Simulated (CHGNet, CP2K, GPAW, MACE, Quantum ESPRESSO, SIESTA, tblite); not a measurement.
## Random packing of B (94 atoms): runs against a plane-wave reference

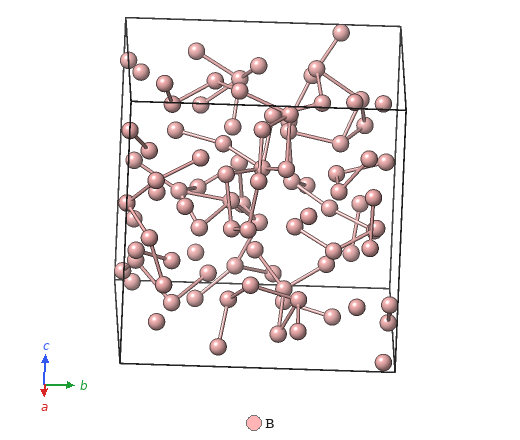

The cell (boron pink). Bonds to atoms that aren't drawn are left out.

Density of this cell: 2.10 g/cm³. The cell holds 94 atoms: 94 B. Its edges and angles: a = 9.301 Å, b = 9.301 Å, c = 9.301 Å, α = 90.0°, β = 90.0°, γ = 90.0°. 94 atoms (94 B) packed at random in a cube at 2.1 g/cm³ and pushed apart as soft spheres; a start for melting by ab initio MD, not an equilibrated structure. Then every atom was moved at random, 0.03 Å r.m.s. a Cartesian component.

Geometry: as built.

The reference, a calculation:

```
method                 : Kohn-Sham DFT, PBE, SSSP efficiency 1.3.0 pseudopotentials, plane waves (Quantum ESPRESSO 7.5); sssp-pbe-1.3.0-efficiency, cutoffs 45/360 Ry, Γ point
r.m.s. force component : 1.106 eV/Å
longest force          : 4.447 eV/Å
pressure               : -20.27 GPa
time                   : 35 s on 4 MPI ranks of Arm Neoverse V2, shared host
CPU time               : 2.3 min
```

Q: Estimate the differences from the reference, the CPU time and the memory of each run.
- QE PBE, sssp-1.3.0-efficiency, 45/360 Ry, paro (Quantum ESPRESSO 7.5; 2 MPI ranks)
- CP2K PBE, DZVP-MOLOPT-SR, 157/50 Ry, diagonalisation (CP2K 2026.2; 2 threads)
- CHGNet 0.3.0 potential (CHGNet 0.3.0; 1 thread)
- CP2K PBE, DZVP-MOLOPT (SR for B), 450/50 Ry, diagonalisation (CP2K 2026.2; 4 MPI ranks)
- CP2K PBE, DZVP-MOLOPT-SR, 450/50 Ry, diagonalisation (CP2K 2026.2; 4 MPI ranks)
- tblite GFN1-xTB (tblite 0.8.0; 1 thread)
- tblite GFN2-xTB (tblite 0.8.0; 1 thread)
- GPAW PBE, LCAO sz(dzp), h 0.2 Å (GPAW 26.7.0; 1 thread)
- MACE MPA-0 medium potential (MACE MPA-0 medium; 1 thread)
- MACE MP-0b2 small potential (MACE MP-0b2 small; 1 thread)

Differences are against the plane-wave reference, forces as r.m.s. over components; share is that over the reference's r.m.s. force, slope the least-squares factor from reference forces to these. Total energies of different programs have different zeros and aren't compared.

```
                                                          run  Δ force, r.m.s. (meV/Å)  share (%)  slope  Δ pressure (GPa)  cores  CPU time  memory (GiB)
                                                    reference                        -          -      -                 -      4   2.3 min           2.0
               QE PBE, sssp-1.3.0-efficiency, 45/360 Ry, paro                    0.258     0.0233  1.000           -7.0e-4      2   3.7 min           1.9
CP2K PBE, DZVP-MOLOPT-SR, 157/50 Ry, diagonalisation (coarse)                     19.2       1.74  1.009             0.335      2   5.2 min          0.68
                                       CHGNet 0.3.0 potential                      538       48.7  0.846            0.0672      1     4.3 s           2.2
 CP2K PBE, DZVP-MOLOPT (SR for B), 450/50 Ry, diagonalisation                     17.8       1.61  1.009             0.334      4   7.2 min           2.4
         CP2K PBE, DZVP-MOLOPT-SR, 450/50 Ry, diagonalisation                     17.8       1.61  1.009             0.334      4   7.2 min           2.4
                                              tblite GFN1-xTB                      709       64.1  0.863              15.2      1     2.2 s          0.11
                                              tblite GFN2-xTB                      798       72.1  0.832              40.5      1     8.1 s          0.11
                     GPAW PBE, LCAO sz(dzp), h 0.2 Å (coarse)                      593       53.7  1.065                 -      1   1.7 min          0.77
                                  MACE MPA-0 medium potential                      411       37.2  0.896             -1.54      1     8.3 s           1.3
                                  MACE MP-0b2 small potential                      528       47.7  0.881             -4.00      1     5.7 s          0.69
```

Rows marked coarse were listed beforehand as settings not expected to be converged; some can still land near the reference.

Times of the machine-learned potentials are mostly Python's start and the loading of weights.

CPU time is summed over cores on a shared host, where runs went side by side, so it is rough. Symmetry, cutoffs, thresholds, outputs and thread counts weren't matched or tuned between programs; memory under MPI is the largest rank's times the ranks.

With the reference's own potentials and cutoffs, another solver or threshold moves forces by 0.023 % (QE PBE, sssp-1.3.0-efficiency, 45/360 Ry, paro). The PBE runs in local orbitals, coarse settings apart, differ by 1.6 % in each run; basis, grid and potentials can all enter. Tight binding differs by 64 % (tblite GFN1-xTB) to 72 % (tblite GFN2-xTB); it is another model, with fitted parameters of its own, and the xTB methods hold dispersion. Machine-learned potentials differ by 37 % (MACE MPA-0 medium potential) to 49 % (CHGNet 0.3.0 potential); they were trained on other programs' data. Among those trained on PBE data the slope goes as low as 0.85, with a correlation of 0.88, so directions differ as well as sizes. Periodic xTB results under one method name differ between programs and library versions. Machine-learned potentials mimic data converged in k, so the reference's own k-point error enters their differences. The electronic-structure runs sample only Γ, in a cell whose shortest periodic width is 9 Å, which is coarse for a cell with partly filled levels.

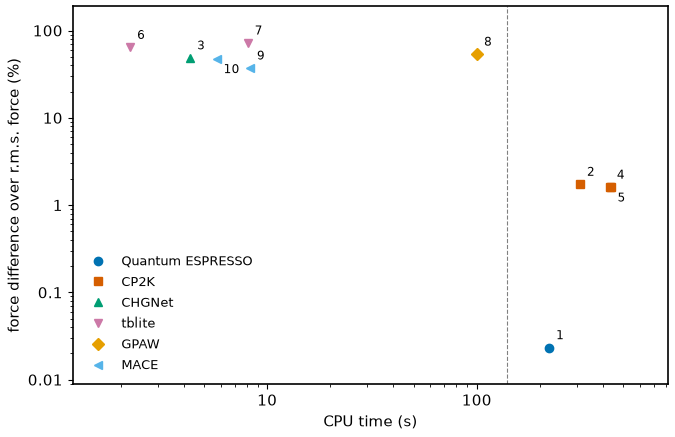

Force difference against CPU time; the dashed line marks the reference's time. Points: 1 QE PBE, sssp-1.3.0-efficiency, 45/360 Ry, paro; 2 CP2K PBE, DZVP-MOLOPT-SR, 157/50 Ry, diagonalisation; 3 CHGNet 0.3.0 potential; 4 CP2K PBE, DZVP-MOLOPT (SR for B), 450/50 Ry, diagonalisation; 5 CP2K PBE, DZVP-MOLOPT-SR, 450/50 Ry, diagonalisation; 6 tblite GFN1-xTB; 7 tblite GFN2-xTB; 8 GPAW PBE, LCAO sz(dzp), h 0.2 Å; 9 MACE MPA-0 medium potential; 10 MACE MP-0b2 small potential.

[Logs are printed without paths, hosts, clocks, repeated set-up lines and the standing remarks that a program may print on its own settings, such as how far it seeks lower states.]

[Hosts, paths, dates, database ids (printed as entryN), source tags and the programs' standing remarks are cut or masked in the printed files.]
